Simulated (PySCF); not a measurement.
SMILES N#CCCc1ccco1 at its GFN2-xTB optimised geometry (Å):

```
16

N      0.2560    -2.9324    -2.7719
C     -0.6580    -2.5358    -2.2124
C     -1.8035    -2.0441    -1.4905
C     -1.4238    -1.6870    -0.0391
C     -0.4320    -0.5745     0.0000
C      0.9309    -0.5745     0.0000
C      1.3264     0.7862     0.0000
C      0.1762     1.5091    -0.0033
O     -0.8949     0.6960    -0.0054
H     -2.1870    -1.1585    -2.0047
H     -2.5769    -2.8172    -1.4985
H     -1.0015    -2.5643     0.4535
H     -2.3274    -1.3808     0.4916
H      1.5705    -1.4329    -0.0055
H      2.3274     1.1651     0.0014
H     -0.0111     2.5643    -0.0029
```

Computed with PBE/def2-TZVP (PySCF). Cells within 0.4 Å of a nucleus heavier than hydrogen are left out (blank, or x).

Map of the electron localisation function on the plane z = 0.0 Å:

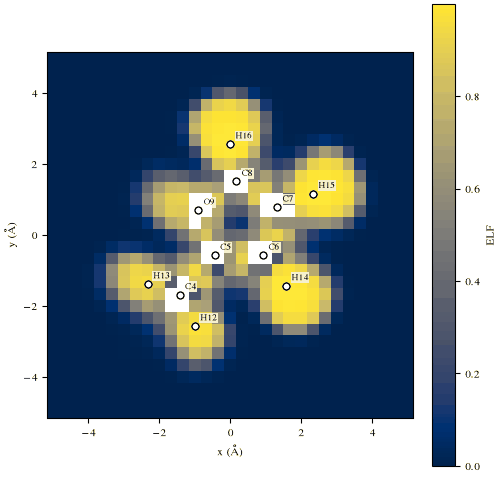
Figure: Electron localisation function on the plane z = 0.0 Å.
